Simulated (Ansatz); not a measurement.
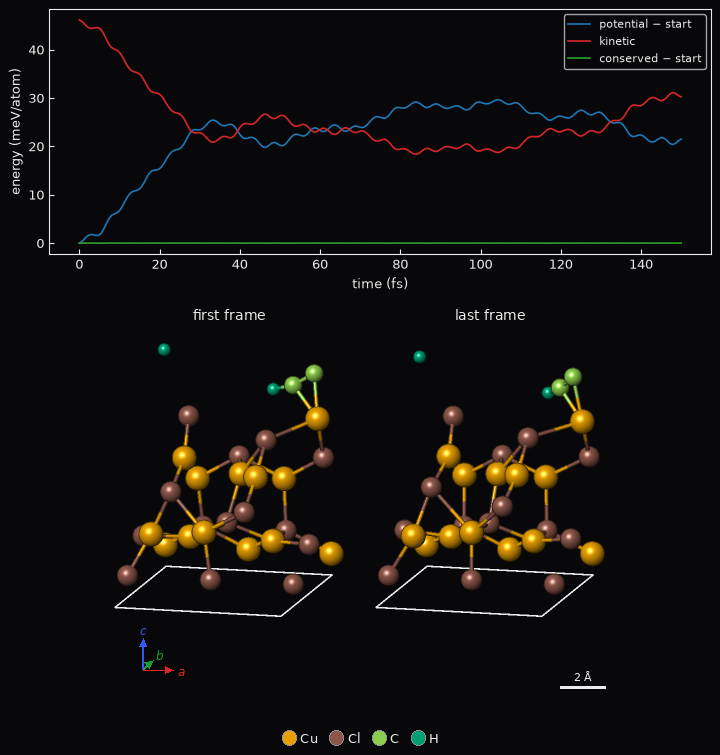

Molecular dynamics of C2H2 on CuCl(100) (28 atoms in the cell), 150 fs long. A ball-and-stick model of the simulation cell, with the vacuum cut short, seen slightly off an axis. Bonds to atoms that aren't drawn are left out.

Level of theory: DFT PBE, scalar-relativistic, plane waves, PAW in Ansatz 0.2.0. Set-up: plane-wave cutoff 420 eV; k-point mesh 1 × 1 × 1; Fermi-Dirac smearing 0.02 eV; low-accuracy preset; 8 atoms held fixed; Nosé-Hoover thermostat (NVT); set temperature 500 K; time step 0.5 fs; thermostat time 200.0 fs.

### Check the integration.

The conserved quantity stays between −0.0031 and 0.031 meV per atom of its start. A straight-line fit has a slope that amounts to +0.0012 meV per atom over 150 fs (under 0.1 % of the mean kinetic energy), its mean offset in the second half is under 0.1 %, and the ripple about the line is 0.1 % of the kinetic energy's fluctuation. With a drift under 2 % and a ripple under 7 %, the integration is accurate. The mean temperature in the second half is 246 K (standard deviation 41 K). That is still far from the set 500 K: the thermostat hasn't settled it within this run. The potential energy in the second half lies on average 26.4 meV per atom above the first frame.

Limits of the set-up: the program's low-accuracy preset was used; the periodic images lie only 7.7 Å apart, so the values are limited by the cell's size.

The run took 13 min on 4 threads of Intel(R) Xeon(R) 6975P-C (Granite Rapids), with other jobs on the host, peak memory 1.3 GiB.
